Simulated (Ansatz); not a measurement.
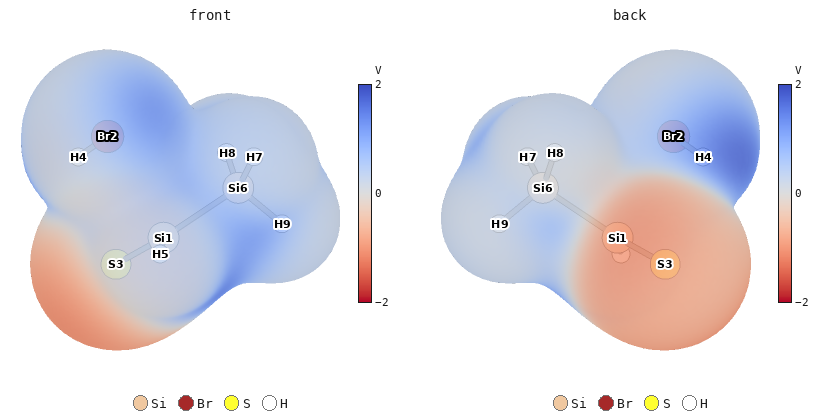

Figure. H₄SSi₂···HBr. The molecular electrostatic potential painted on the density surface at 0.001 e/bohr³, seen from the front and from behind; red is negative and blue positive.

The product side of a reaction path; geometry: PBE0-D4/def2-TZVP; a saddle point, not a minimum.

Theory: RKS PBE0-D4/def2-TZVPP (Ansatz 0.2.0).

Input

```
crystal:
  periodic: [false, false, false]
  atoms:
    - {symbol: Si, position_ang: [-1.097979, -0.337670, -0.050704]}
    - {symbol: Br, position_ang: [1.166757, -1.753655, -1.529121]}
    - {symbol: S, position_ang: [-1.620222, -1.732095, 1.219982]}
    - {symbol: H, position_ang: [0.786769, -2.650707, -0.487211]}
    - {symbol: H, position_ang: [-1.773126, -0.152046, -1.368282]}
    - {symbol: Si, position_ang: [0.402847, 1.383629, 0.468998]}
    - {symbol: H, position_ang: [0.999882, 1.934844, -0.777698]}
    - {symbol: H, position_ang: [1.466930, 0.840333, 1.348854]}
    - {symbol: H, position_ang: [-0.331756, 2.467368, 1.175183]}
basis:
  gaussian: {orbitals: def2-TZVPP}
hamiltonian: {xc: pbe0, dispersion: d4}
output: {orbitals: {seedname: orbitals}}
```

Launched as:

```sh
ansatz run in.yaml --threads 8 --pin off --events-out ev --progress --plain --max-ram 19148MiB
```

Question: Describe the electrostatic potential map.

Answer: The most negative region (about −1.1 V, or −25 kcal/mol for a unit charge) lies over S3, the most positive (about +1.6 V, or +37 kcal/mol for a unit charge) over H4. Br2 shows a σ-hole: about +1.2 V, or +28 kcal/mol for a unit charge at the tip opposite its bond, against about +0.2 V on its flanks.
